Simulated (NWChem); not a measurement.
## GeSiH5Cl: single-point calculation

GeSiH5Cl, computed with SVWN5/def2-SVP, RKS (NWChem 7.3.0).

A bond length was changed on purpose from its optimised value.

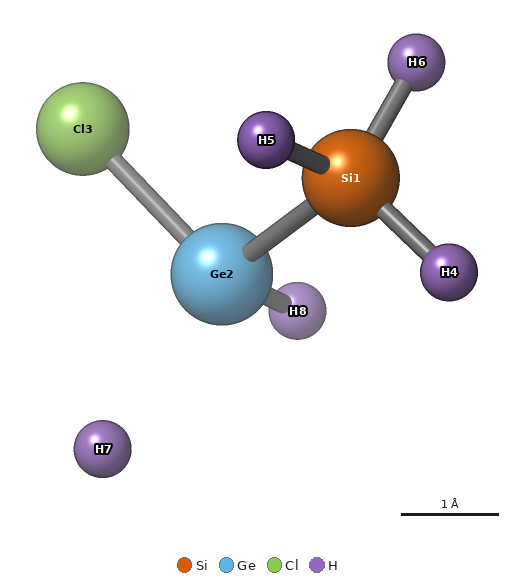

Figure 1. The structure as given in the input (ball-and-stick view, seen at a tilt; atoms are numbered from 1 in the order of the input). Sticks mark near contacts.

### The input
```python
from ase.io import read
from ase.calculators.nwchem import NWChem

system = read('clgeh5si.xyz')

calc = NWChem(
    label='clgeh5si',
    theory='dft',
    memory='2200 mb',
    basis='def2-SVP',
    basispar='spherical bse',
    dft={'xc': 'slater vwn_5', 'mult': '1', 'grid': 'fine', 'convergence': 'energy 1e-08', 'iterations': '100', 'mulliken': None, 'print': 'low'},
    task='energy',
)
system.calc = calc

e = system.get_potential_energy()
print(f"E = {e:.6f} eV")
```

### File clgeh5si.xyz
```
8
ClGeH5Si energy
Si    -1.346022     0.953906     0.282326
Ge     0.255878    -0.755394     0.703226
Cl     1.480678    -0.057094     2.351026
H     -2.227322     0.542806    -0.842474
H     -0.632222     2.205306    -0.074074
H     -2.160922     1.162206     1.505026
H      1.703100    -1.135200    -1.051200
H     -0.357822    -2.087294     1.164026
```

### File clgeh5si.nwi
```
title "clgeh5si"

permanent_dir clgeh5si

scratch_dir clgeh5si

start clgeh5si

geometry units angstrom nocenter noautosym noautoz
  Si -1.3460220000000001e+00 9.5390600000000003e-01 2.8232600000000002e-01
  Ge 2.5587799999999999e-01 -7.5539400000000001e-01 7.0322600000000002e-01
  Cl 1.4806779999999999e+00 -5.7093999999999999e-02 2.3510260000000001e+00
  H  -2.2273220000000000e+00 5.4280600000000001e-01 -8.4247399999999995e-01
  H  -6.3222199999999995e-01 2.2053060000000002e+00 -7.4074000000000001e-02
  H  -2.1609219999999998e+00 1.1622060000000001e+00 1.5050260000000000e+00
  H  1.7031000000000001e+00 -1.1352000000000000e+00 -1.0511999999999999e+00
  H  -3.5782199999999997e-01 -2.0872940000000000e+00 1.1640260000000000e+00
end

memory 2200 mb

basis spherical bse noprint
   * library def2-SVP
end

dft
  xc slater vwn_5
  mult 1
  grid fine
  convergence energy 1e-08
  iterations 100
  mulliken
  print low
end

task dft energy
```

Machine: 1 thread of Intel Xeon @ 2.50GHz (Skylake/Cascade Lake), 16 GiB of memory available, shared host.

Run as:
```bash
export ASE_NWCHEM_COMMAND="nwchem PREFIX.nwi > PREFIX.nwo"
python run.py
```

### The program's output
```
E = -76826.620614 eV
```

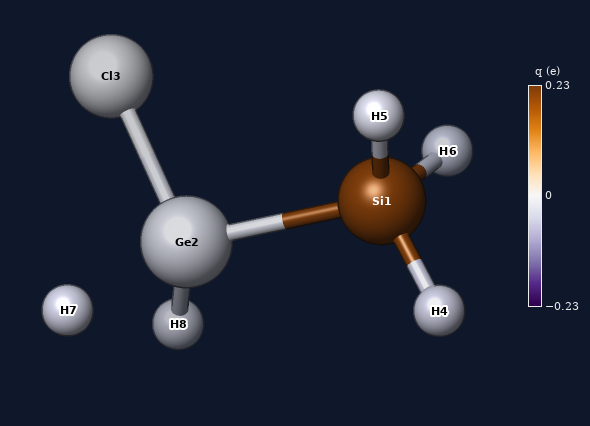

Figure 2. Löwdin charges, as the colour of each atom (ball-and-stick view, seen at a tilt; atoms are numbered from 1 in the order of the input). By element: Si +0.22, Ge −0.02, Cl 0.00 and H −0.05 to −0.02 e.

### Summary

```json
{"quantity": "outcome", "value": "converged"}
{"quantity": "total energy", "value": "−2823.326256 hartree"}
{"quantity": "wall time", "value": "21 s"}
{"quantity": "peak memory", "value": "0.12 GiB"}
```
